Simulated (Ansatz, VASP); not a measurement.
# AlN in two plane-wave programs

Aim: how closely do two programs agree when they are given the same cell, functional and k mesh?

Main program and level: Ansatz 0.2.0; plane waves, with VASP 6.6.1 beside it; single point at LDA.

**1. The structure**

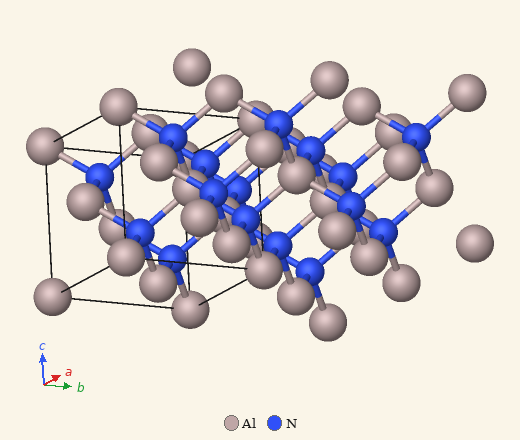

The cell as given, from a free direction (aluminium light grey, nitrogen blue). 2×2×1 cells are drawn. This picture shows the conventional cell, with its axes. Bonds to atoms that aren't drawn are left out. Some periodic images of atoms are drawn too.

**2. Ansatz: single point, LDA**

Ansatz runs on its default PAW (the set named soft_2) files.

A single point gives forces, pressure and levels at one fixed geometry, so differences don't come from the geometry; what else differs is listed under the comparison.

Contents of input.yaml:

```yaml
crystal:
  lattice:
    - [0.0, 2.1839935596, 2.1839935596]
    - [2.1839935596, 0.0, 2.1839935596]
    - [2.1839935596, 2.1839935596, 0.0]
  atoms:
    - { symbol: Al, position: [0.0, 0.0, 0.0] }
    - { symbol: "N", position: [0.25, 0.25, 0.25] }
hamiltonian:
  xc: lda
  pseudopotentials: { kind: paw }
kpoints:
  mp_grid: { grid: [9, 9, 9] }
scf:
  occupations: { method: gaussian, width: 0.01 }
  n_extra_bands: 4
output:
  forces: true
  stress: true
  eigenvalues: true
  write_density: true
  write_potential: true
  elf: true
  volumetric_format: npy
```

Run with:

```sh
> ansatz run input.yaml --threads 2 --pin off --max-ram 4608MiB --backend cpu --events-out ev --progress --plain --runs-dir out
```

Numbers of over 12 decimals in the logs are rounded to 6 here.

The program printed:

```text
scf.n_extra_bands = 4 over 4 filled bands (N_el = 8.0): the run solves 8 bands
Engine: ansatz 0.2.0, aarch64-unknown-linux-gnu
Pseudopotentials: kind: paw
Pseudopotential: Al, paw, valence charge 3, recommended cutoff 420 eV (normal), Al.paw.azcp
Pseudopotential: N, paw, valence charge 5, recommended cutoff 420 eV (normal), N.paw.azcp
Functional definition: SPW92
  exchange = slater_x
  correlation = pw_c
Crystal: 2 atoms, lattice volume = 20.835 Å³
Basis set: ecut = 420 eV, 411 PW (Γ)
Bands: 8, of which v1, the nominal top of the filled ones, is band 4 counted from 1 (3 counted from 0)
Symmetry: 24 space group operations
Space group: F-43m (ITA 216), of the structure as read, at distance tolerance 2.8e-5 Å
k-points: 35 of 729 (time reversal used)
Non-local potential: Al, projectors of the file, l = 0: 2, l = 1: 2, l = 2: 1
Non-local potential: N, projectors of the file, l = 0: 2, l = 1: 2, l = 2: 1
PAW form: soft (Blöchl's): semilocal exchange-correlation on the pseudo side does not see the compensation charge
PAW frozen core: Al, regenerated for the run's functional, and the local potential with it (the file was generated under x = pbe(κ = 0.804, μ = 0.219515), c = pbe(β = 0.066725))
PAW frozen core: N, regenerated for the run's functional, and the local potential with it (the file was generated under x = pbe(κ = 0.804, μ = 0.219515), c = pbe(β = 0.066725))
PAW one-centre angular grid: Al, 110 points (default); XC on 64 Gauss nodes
PAW one-centre angular grid: N, 110 points (default); XC on 64 Gauss nodes
Initial density: superposition of atomic densities (neutral atoms: chi_scale 0, normalization atom), corrected by the library's trained network
Initial wavefunctions: pseudopotential atomic-orbital guess
Functional: x = slater, c = lda
SCF iter   1: F=—  HF=-889.813542 eV  |F-HF|=—  |Δ(HF+E_count)|=         —  Δρ=8.85e-3  dr2=1.86e-2  ethr=1.77e-3  ⟨swp⟩=5.1  Hψ=2102  notcnv=0
preconditioner: auto → none  [insulator: Δε(μ)=3.293 eV  Ē_g=15.146 eV  σ=0.010 eV  W_gap=1.00  n_scr=0 (ndim 8)  ℏωp=23.0 eV  f_vac=0.000  D(μ)=0.00/eV (n_scr^D=0)  ε∞_Penn≈3.3]
SCF iter   2: F=—  HF=-889.808709 eV  |F-HF|=—  |Δ(HF+E_count)|=   4.83e-3  Δρ=4.87e-3  dr2=2.79e-3  ethr=2.33e-4  ⟨swp⟩=2.5  Hψ=747  notcnv=0
SCF iter   3: F=—  HF=-889.807813 eV  |F-HF|=—  |Δ(HF+E_count)|=   8.96e-4  Δρ=1.49e-3  dr2=1.81e-4  ethr=3.48e-5  ⟨swp⟩=2.5  Hψ=526  notcnv=0
SCF iter   4: F=—  HF=-889.807729 eV  |F-HF|=—  |Δ(HF+E_count)|=   8.38e-5  Δρ=1.08e-4  dr2=8.82e-7  ethr=2.27e-6  ⟨swp⟩=3.0  Hψ=476  notcnv=0
SCF iter   5: F=—  HF=-889.807729 eV  |F-HF|=—  |Δ(HF+E_count)|=   2.32e-7  Δρ=6.06e-6  dr2=3.23e-9  ethr=1.10e-8  ⟨swp⟩=2.0  Hψ=343  notcnv=0
SCF iter   6: F=-889.807729 eV  HF=-889.807729 eV  |F-HF|=4.77e-12  |Δ(HF+E_count)|=  8.04e-10  Δρ=6.53e-7  dr2=3.08e-11  ethr=4.04e-11  ⟨swp⟩=4.3  Hψ=1199  notcnv=0
SCF 1 converged in 6 iterations: F = -889.807729 eV  dr2 = 3.08e-11
  greatest PAW one-centre occupation: 0.781 electrons in one spin orbital (limit 2), on the N atom at site 1 (counted from 0), in its partial waves of l = 0
SCF converged after 6 iterations
Free energy (F): -889.807729 eV
Harris-Foulkes:  -889.807729 eV  (|F-HF|=4.77e-12)
Internal energy: -889.807729 eV  (E = F + TS)
E sigma→0 (E₀):  -889.807729 eV
Fermi energy:    8.389580 eV
--- Per-component energies (eV) ---
  E_band       = 13.336448
  E_kinetic    = 158.763611
  E_local      = -223.417157  (includes V_loc(G=0)·N_el)
  E_nonlocal   = 57.505236
  E_hartree    = 76.301638
  E_xc         = -100.518546
  E_vxc        = -107.484136  (∫ρ·V_xc dr)
  E_paw        = -561.974807  (= ΣΔE_a)
  E_vpaw       = -24.634481  (= ΣTr[D̂ρ^β])
  E_aug_tail   = 0.000091  (compensation charges beyond the density's cutoff)
  E_ewald      = -296.603555
  E_core_change = 0.135761  (= ΣΔE_core)
  E_smearing   = -0.000000  (= −TS)
  E_closure    = -0.000000  (closes the sum)
  Σ components = -889.807729   (vs F -889.807729, Δ=0.00e0)
--- Forces (eV/Å), atoms counted from 1 ---
  atom   1  Al     0.00000000    -0.00000000    -0.00000000
  atom   2  N     -0.00000000     0.00000000     0.00000000
  max |Σ_I F_I| component: 1.30e-16 eV/Å
--- Stress (GPa, compression-positive) ---
       -3.593485       0.000000      -0.000000
        0.000000      -3.593485       0.000000
       -0.000000       0.000000      -3.593485
  P = ⅓ Tr σ = -3.5935 GPa (-35.935 kbar)
--- Band table (eV; the first three rows and the last of 35) ---
  k-point 0: bands = ["-8.1395", "6.6760", "6.6760", "6.6760", "10.9052", "19.0345", "19.0345", "19.0345"]
  k-point 1: bands = ["-7.9556", "5.7136", "6.6127", "6.6127", "11.6706", "18.5733", "19.1851", "19.1851"]
  k-point 2: bands = ["-7.4385", "3.8887", "6.4612", "6.4612", "12.8608", "17.6940", "18.9875", "18.9875"]
  k-point 34: bands = ["-5.3716", "2.5502", "3.3898", "4.3177", "12.6460", "17.5709", "18.0959", "19.4358"]
```

Elapsed: 1.6 s, on 2 threads of Arm Neoverse N1, shared host; peak memory 0.25 GiB; 2.5 s of CPU time.

The run ends at a pressure of -3.59 GPa.

**3. VASP: single point, LDA**

The same cell, functional (in two slightly different forms), mesh and smearing now go to VASP, with its own data sets and cutoff.

Lines of VASP's logs that name or quote its potential files are left out, and so is its time.

Contents of INCAR:

```
SYSTEM = AlN
PREC = Accurate
ENCUT = 520
EDIFF = 1E-07
NELM = 100
ISMEAR = 0
SIGMA = 0.01
LREAL = .FALSE.
ALGO = Normal
GGA = CA
NBANDS = 10
LORBIT = 11
LWAVE = .FALSE.
LCHARG = .FALSE.
KPAR = 2
```

Contents of POSCAR:

```
AlN
1.0
    0.0000000000      2.1839935596      2.1839935596
    2.1839935596      0.0000000000      2.1839935596
    2.1839935596      2.1839935596      0.0000000000
Al N
1 1
Direct
    0.0000000000      0.0000000000      0.0000000000
    0.2500000000      0.2500000000      0.2500000000
```

Contents of KPOINTS:

```
Automatic mesh
0
Gamma
9 9 9
0 0 0
```

PAW data sets: Al and N (PBE family, release 64).

Run with:

```sh
> mpirun -np 2 vasp_std
```

The program printed:

```text
[banner, memory and clock lines left out]
running    2 mpi-ranks, on    1 nodes
 distrk:  each k-point on    1 cores,    2 groups
 distr:  one band on    1 cores,    1 groups

 POSCAR found type information on POSCAR AlN
 POSCAR found :  2 types and       2 ions
|                                                                             |
|               ----> ADVICE to this user running VASP <----                  |
|                                                                             |
|     You enforced a specific xc type in the INCAR file but a different       |
|     [... a line on the potential file left out ...]
|     I HOPE YOU KNOW WHAT YOU ARE DOING!                                     |
|                                                                             |

 LDA part: xc-table for (Slater(with rela. corr.)+CA(PZ))
 , standard interpolation
 POSCAR, INCAR and KPOINTS ok, starting setup
 FFT: planning ... GRIDC
 FFT: planning ... GRID_SOFT
 FFT: planning ... GRID
 WAVECAR not read
 entering main loop
       N       E                     dE             d eps       ncg     rms          rms(c)
DAV:   1     0.100550980484E+02    0.10055E+02   -0.38694E+03   716   0.658E+02
DAV:   2    -0.177587901871E+02   -0.27814E+02   -0.26766E+02   892   0.142E+02
DAV:   3    -0.187033541706E+02   -0.94456E+00   -0.94328E+00   846   0.255E+01
DAV:   4    -0.187079592078E+02   -0.46050E-02   -0.46048E-02   798   0.194E+00
DAV:   5    -0.187080124392E+02   -0.53231E-04   -0.53231E-04   800   0.204E-01    0.825E+00
DAV:   6    -0.164247585312E+02    0.22833E+01   -0.12086E+01   774   0.184E+01    0.276E+00
DAV:   7    -0.163857189650E+02    0.39040E-01   -0.12240E-01   752   0.308E+00    0.190E+00
DAV:   8    -0.163582249347E+02    0.27494E-01   -0.32107E-02   748   0.170E+00    0.465E-01
DAV:   9    -0.163574776762E+02    0.74726E-03   -0.19899E-03   796   0.305E-01    0.200E-01
DAV:  10    -0.163574772489E+02    0.42733E-06   -0.10652E-04   764   0.775E-02    0.195E-02
DAV:  11    -0.163574765866E+02    0.66227E-06   -0.17435E-06   802   0.801E-03    0.724E-03
DAV:  12    -0.163574765945E+02   -0.78401E-08   -0.70157E-08   518   0.256E-03
   1 F= -.16357477E+02 E0= -.16357477E+02  d E =-.531339E-92
```

From OUTCAR (step 3):

```text
ion  position               nearest neighbor table
   1  0.000  0.000  0.000-   2 1.89   2 1.89   2 1.89   2 1.89
   2  0.250  0.250  0.250-   1 1.89   1 1.89   1 1.89   1 1.89

  LATTYP: Found a face centered cubic cell.
 ALAT       =     4.3679871192

 Subroutine GETGRP returns: Found 24 space group operations
 (whereof 24 operations were pure point group operations)

The static configuration has the point symmetry T_d .

 Found     35 irreducible k-points:

   k-points           NKPTS =     35   k-points in BZ     NKDIM =     35   number of bands    NBANDS=     10

   dimension x,y,z NGX =    24 NGY =   24 NGZ =   24
   dimension x,y,z NGXF=    48 NGYF=   48 NGZF=   48

   ENCUT  =  520.0 eV  38.22 Ry    6.18 a.u.   5.74  5.74  5.74*2*pi/ulx,y,z

   NELECT =       8.0000    total number of electrons

 k-points in reciprocal lattice and weights: Automatic mesh
   0.00000000  0.00000000  0.00000000       0.001
   0.11111111  0.00000000  0.00000000       0.011
   0.22222222  0.00000000  0.00000000       0.011
   0.33333333  0.00000000  0.00000000       0.011
   0.44444444  0.00000000  0.00000000       0.011
   0.11111111  0.11111111  0.00000000       0.008
   0.22222222  0.11111111  0.00000000       0.033
   0.33333333  0.11111111  0.00000000       0.033
   0.44444444  0.11111111  0.00000000       0.033
[...]
-0.33333333  0.44444444  0.11111111       0.033
  -0.33333333  0.44444444  0.22222222       0.033

 average (electrostatic) potential at core
       1 -71.1314       2 -59.9148

 E-fermi :   5.8467

 k-point     1 :       0.0000    0.0000    0.0000
  band No.  band energies     occupation
      1      -9.1227      2.00000
      2       5.7046      2.00000
      3       5.7046      2.00000
      4       5.7046      2.00000
      5       9.9357      0.00000
      6      18.0592      0.00000
      7      18.0592      0.00000
      8      18.0592      0.00000
      9      23.2864      0.00000
    ...

 k-point     2 :       0.1111    0.0000    0.0000
  band No.  band energies     occupation
      1      -8.9385      2.00000
      2       4.7398      2.00000
      3       5.6405      2.00000
      4       5.6405      2.00000
      5      10.6986      0.00000
      6      17.5962      0.00000
      7      18.2120      0.00000
      8      18.2120      0.00000
      9      21.8788      0.00000
    ...

 k-point     3 :       0.2222    0.0000    0.0000
  band No.  band energies     occupation
      1      -8.4200      2.00000
      2       2.9106      2.00000
      3       5.4875      2.00000
      4       5.4875      2.00000
      5      11.8856      0.00000
      6      16.7142      0.00000
      7      18.0238      0.00000
      8      18.0238      0.00000
      9      21.5807      0.00000
    ...

  Total       -0.3175504     -0.3175504     -0.3175504     -0.0000000      0.0000000      0.0000000
  in kB      -24.4196394    -24.4196394    -24.4196394     -0.0000000      0.0000000      0.0000000
  external PRESSURE =     -24.4196394 kB  Pullay stress =       0.0000000 kB

  energy-cutoff  :      520.00
  volume of cell :       20.83
      direct lattice vectors                 reciprocal lattice vectors
     0.000000000  2.183993560  2.183993560    -0.228938404  0.228938404  0.228938404
     2.183993560  0.000000000  2.183993560     0.228938404 -0.228938404  0.228938404
     2.183993560  2.183993560  0.000000000     0.228938404  0.228938404 -0.228938404

 POSITION                                       TOTAL-FORCE (eV/Angst)
 -----------------------------------------------------------------------------------
      0.00000      0.00000      0.00000        -0.000000     -0.000000      0.000000
      1.09200      1.09200      1.09200         0.000000      0.000000     -0.000000
 -----------------------------------------------------------------------------------
    total drift:                                0.000000      0.000000      0.000000

  FREE ENERGIE OF THE ION-ELECTRON SYSTEM (eV)
  ---------------------------------------------------
  free  energy   TOTEN  =       -16.3574765945 eV

  energy  without entropy=      -16.3574765945  energy(sigma->0) =      -16.35747659

 total charge
# of ion       s       p       d       tot
------------------------------------------
    1        0.366   0.448   0.000   0.814
    2        1.208   2.630   0.000   3.838
--------------------------------------------------
tot          1.573   3.079   0.000   4.652

[... 3 further parts left out ...]
```

The run ends at a pressure of -2.44 GPa.

**4. Comparison**

Known differences besides the PAW data sets themselves: the two LDA forms differ slightly; the cutoff is 420 eV in Ansatz and 520 eV in VASP; Ansatz makes its cores anew for this functional, VASP keeps those of its PBE data sets. Total energies have different zeros and are not compared.

Compared:

| quantity | Ansatz | VASP | difference |
| --- | --- | --- | --- |
| pressure (GPa) | -3.59 | -2.44 | -1.15 |
| gap on the k mesh (eV) | 3.427 | 3.407 | +0.020 |

Ansatz's pressure holds a Pulay correction of 0.66 GPa; VASP's holds none.

**5. Further runs**

The difference is large enough to ask for its cause, so further runs change the set-up of one program at a time, as the table lists.

| run | difference in pressure (GPa) |
| --- | --- |
| as above | -1.2 |
| cores kept as stored, as VASP does, whose cores stay as stored | -0.50 |
| Ansatz's larger PAW set (cutoff 1050 eV) | -1.1 |
| norm-conserving potentials (cutoff 1143 eV) | -2.4 |

**6. Outcome**

| Property | Result |
| --- | --- |
| difference in pressure (single point, LDA) | -1.2 GPa |

In words: The difference in pressure is -1.2 GPa (single point, LDA), beyond the 1 GPa picked in this series as the mark of a large difference. For single point, LDA: with cores kept as stored, as VASP does, whose cores stay as stored the difference in pressure shrinks in size, from -1.2 to -0.50 GPa. How closely two codes agree says nothing of how well the functional describes the real material.

[Lines on the potential files, build, host, timing and source positions are cut from VASP's logs without a mark.]

[Logs are printed without paths, hosts, clocks, repeated set-up lines and the standing remarks that a program may print on its own settings, such as how far it seeks lower states.]

[Hosts, paths, dates, database ids (printed as entryN), source tags and the programs' standing remarks are cut or masked in the printed files.]
